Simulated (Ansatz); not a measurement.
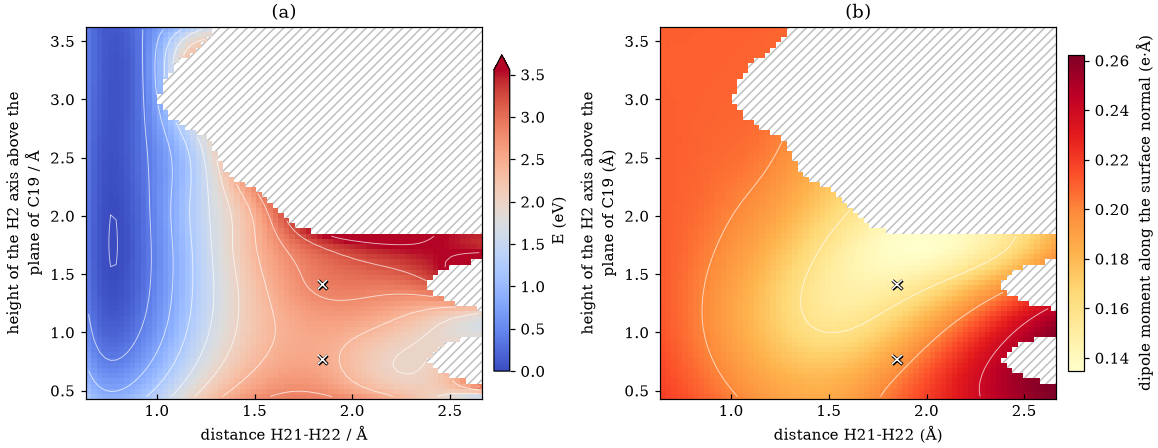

H₂ on a C(101) slab cut from the P6_3/mmc phase, its upper half relaxed before the scan (20 atoms of substrate and one adsorbate in a 2 × 1 cell). H2 lies flat over one site of a rigid substrate while its bond length and height are varied; it sits over a hollow site, heights counted from the top plane, its axis along the second surface vector. First axis: distance H21-H22. Second axis: height of the H2 axis above the plane of C19. Grid: 8 × 9 points. At 20 points there is no value (left out: too close to the surface, or the stretched molecule far from it). Points are written as (first, second). All energies are given in eV relative to the lowest grid point. The calculation used DFT LDA, scalar-relativistic, plane waves, PAW in Ansatz. Settings: cutoff 420 eV, k-mesh 6×6×1, gaussian smearing 0.05 eV, no spin polarisation.

Panel (a) is the energy and panel (b) the computed dipole moment along the surface normal on the same grid.

In the figure: a smooth colour map with a few white contour lines, crosses at grid points without a value, one colour for all values above the top of the scale, hatched blanks where no value was computed. Between grid points the surface is interpolated.

Q: How does the dipole moment along the surface normal vary over the map, and what is it at the lowest grid point?

A: Leaving out the highest fifth of the energies, it runs from 0.15 e·Å at (1.495 Å, 1.41 Å) to 0.26 e·Å at (2.650 Å, 0.45 Å). At the lowest grid point, (0.750 Å, 1.73 Å), it is 0.21 e·Å.

| second ↓, first → | 0.650 | 0.750 | 0.919 | 1.181 | 1.495 | 1.849 | 2.235 | 2.650 |
| --- | --- | --- | --- | --- | --- | --- | --- | --- |
| 3.60 | 0.21 | 0.21 | 0.21 | 0.21 | – | – | – | – |
| 3.00 | 0.21 | 0.21 | 0.21 | – | – | – | – | – |
| 2.60 | 0.21 | 0.21 | 0.21 | 0.20 | – | – | – | – |
| 2.05 | 0.21 | 0.21 | 0.20 | 0.19 | 0.17 | – | – | – |
| 1.73 | 0.21 | 0.21 | 0.20 | 0.18 | 0.16 | 0.14 | 0.14 | 0.19 |
| 1.41 | 0.21 | 0.21 | 0.20 | 0.18 | 0.15 | – | 0.18 | – |
| 1.09 | 0.21 | 0.21 | 0.20 | 0.17 | 0.16 | 0.17 | 0.21 | 0.25 |
| 0.77 | 0.21 | 0.21 | 0.20 | 0.18 | 0.17 | – | 0.23 | – |
| 0.45 | 0.22 | 0.21 | 0.21 | 0.19 | 0.19 | 0.21 | 0.24 | 0.26 |

PAW datasets: the set soft_1.
